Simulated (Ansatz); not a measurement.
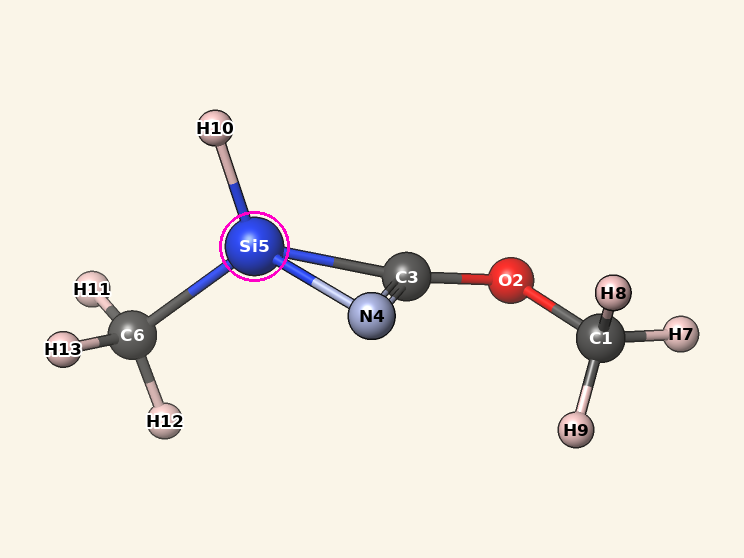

Atoms fade into the background with distance from the viewer. Circles mark the stereogenic atoms. The geometry was computed by an optimisation with PBE0-D4/def2-TZVP. No frequency run is at hand to confirm it as a minimum.

**What are the Cahn–Ingold–Prelog descriptors?**

Si5: R (priorities N4 > C3 > C6 > H10).
